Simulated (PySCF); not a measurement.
## Electronic structure of H5O4Pb (charge +1) in real space

The calculation's input:

```
mol = gto.M(atom='''
Pb     0.14450    -0.27935     0.18386
O      0.74151     1.44235     1.11185
H      1.71198     1.49232     1.15653
O     -1.32651    -1.51787     0.86769
H     -1.73858    -1.14830     1.66815
O      1.32611    -1.02563    -1.30347
H      1.16208    -1.97790    -1.42074
O     -1.18346     1.18425    -1.03478
H     -0.99544     2.13157    -0.94069
H     -1.65863     1.03811    -1.86635''',
    basis={'Pb': 'def2-SVP', 'O': 'def2-SVP', 'H': 'def2-SVP'},
    ecp={'Pb': 'def2-SVP'},
    charge=1, spin=0)
mf = dft.RKS(mol, xc='PBE0')
mf.grids.atom_grid = (75, 302)  # f atoms: at least (60, 302), unpruned
mf = mf.density_fit()  # Pb def2-universal-JKFIT, O def2-universal-JKFIT, H def2-universal-JKFIT
mf.conv_tol = 1e-09; mf.max_cycle = 55
mf.kernel(dm0)
```

Launched as:

```sh
OMP_NUM_THREADS=2 python run.py
```

Core potentials replace the inner electrons of Pb.

Method: RKS PBE0, Pb def2-SVP with ECP60, O def2-SVP, H def2-SVP; non-relativistic Hamiltonian with scalar-relativistic core potentials where named; density fitting in PySCF.

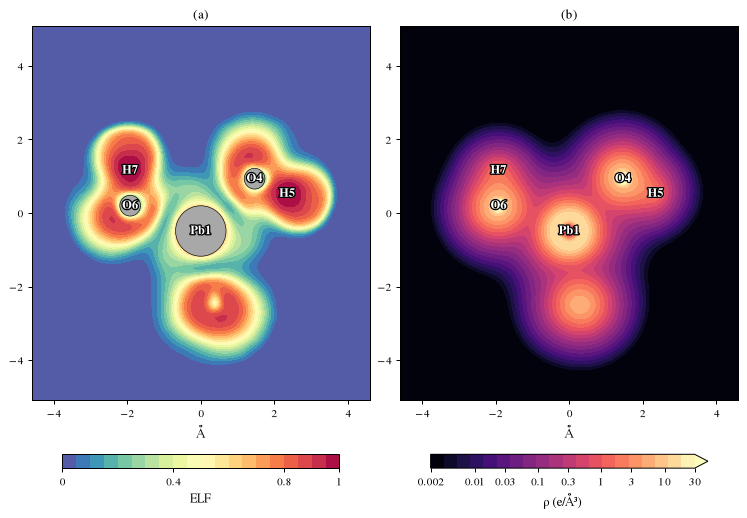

Figure 1. (a) electron localisation function; (b) electron density on the plane of atoms O4, Pb1 and O6. Grey discs cover the atomic cores in the ELF map.

Describe what can be read from this map.

The section cuts through Pb, O and H sites. Pb–O (2.04 Å): ρ is about 0.8 e/Å³ halfway; the ELF peaks at about 0.75 in the valence shell of O, 0.6 Å from its nucleus, and drops to about 0.20 between the two atoms. O–H (0.97 Å): the density is about 3.7 e/Å³ at the midpoint; the ELF climbs to about 1 towards the hydrogen, as it does in any bond to H: an ordinary covalent bond to hydrogen. The ELF also peaks beside O2, O6 and O4, away from the bonds: lone-pair regions.

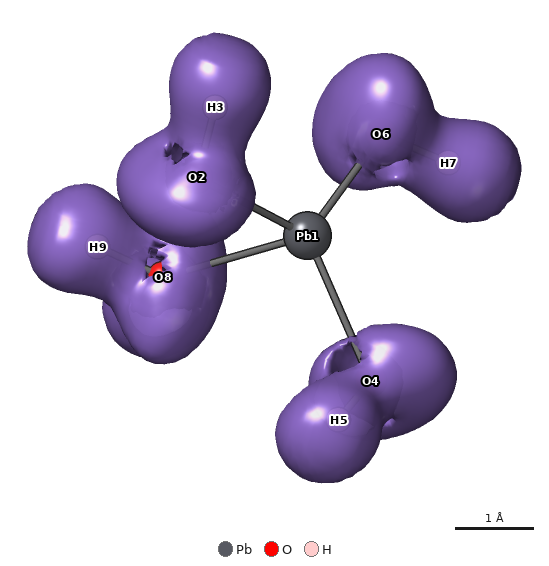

Figure 2. Isosurface of the electron localisation function at 0.75 (purple), seen at a tilt. Core shells and regions of very low density are left out.

Describe the localisation domains.

The ELF exceeds this value in four joined regions spread over several atoms (H, O), in which their bonds and any lone pairs are merged.

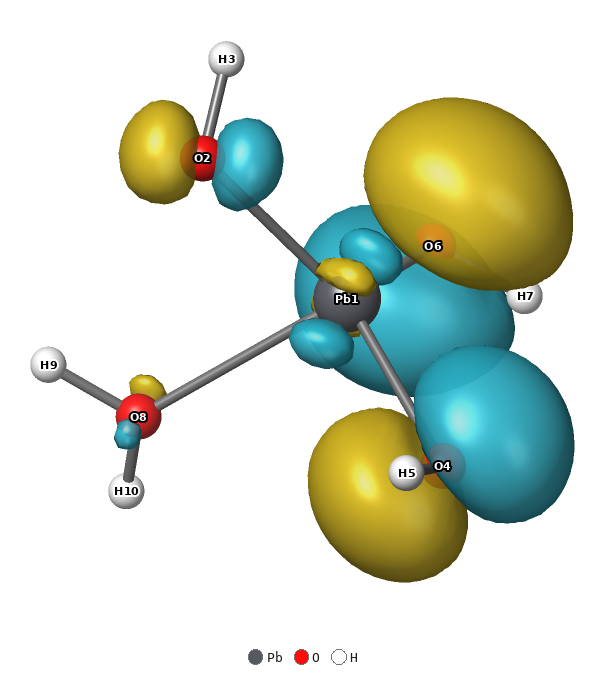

Figure 3. The HOMO at ±0.1 Å⁻³ᐟ² (yellow and cyan are the two phases), seen across its widest extent.

Describe this orbital and give its energy.

It lies mainly on O6 (about 60 %) and O4 (about 25 %). Its energy is −14.02 eV.

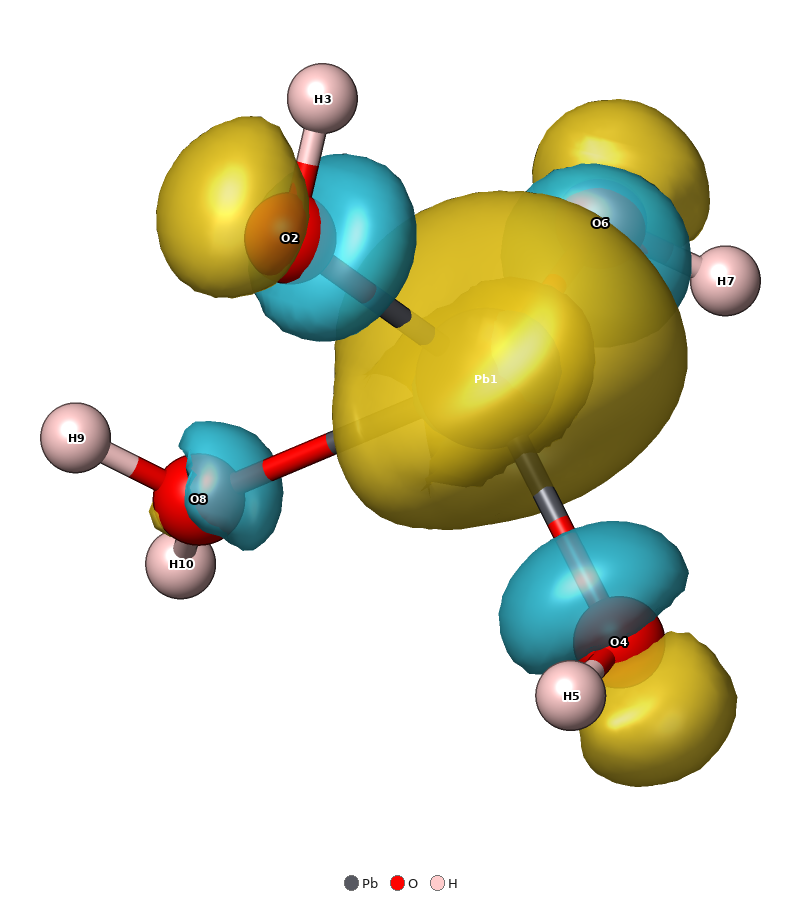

Figure 4. The LUMO at ±0.15 Å⁻³ᐟ² (yellow and cyan are the two phases), seen at a tilt.

What is the character of this orbital?

By Hirshfeld shares it lies mainly on Pb1 (about 35 %), O4 (about 20 %), O2 (about 20 %) and O6 (about 20 %). Its energy is −8.78 eV.
